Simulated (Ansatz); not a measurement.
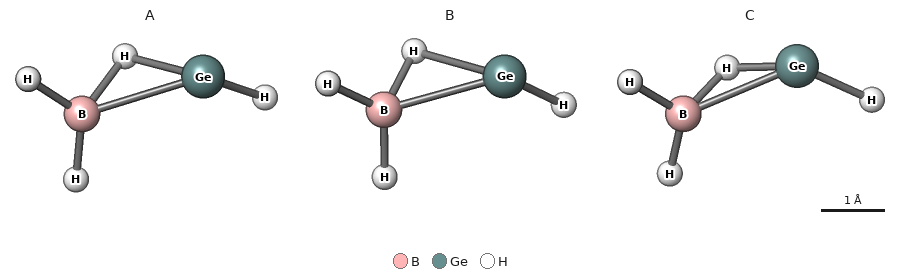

3 geometries from one relaxation of BGeH4 (multiplicity 2), in shuffled order. The picture is a ball-and-stick view, seen at a tilt.

It is one of the separated reactants of a reaction.

Level of theory: UKS PBE-D4/def2-SVP in Ansatz 0.2.0. Settings: force threshold 0.03 eV/Å; at most 250 steps.

Order the frames from highest to lowest energy.

Answer. C, A, B. They are steps 0, 2, 6, at +68.7 kcal/mol, +2.98 kcal/mol relative to the last. The largest move after the best rigid fit is that of an H atom, 0.44 Å. Largest moves by element: H 0.44 Å, Ge 0.37 Å, B 0.07 Å. Near-neighbour distances that change, for instance: Ge–H 1.250 → 1.895 Å, B–H 1.150 → 1.321 Å, B–Ge 1.973 → 2.036 Å, Ge–H 1.536 → 1.597 Å. Bond angles that change, for instance: B–H–Ge 110.5° → 76.2°, Ge–B–H 36.4° → 64.7°, H–Ge–H 117.2° → 93.1°. After 6 geometry steps the energy has fallen by 68.7 kcal/mol. Largest force component: 8.2 eV/Å at the start, 0.023 eV/Å at the end. Cost: 16 s on 2 threads of Intel Xeon @ 2.50GHz (shared host).
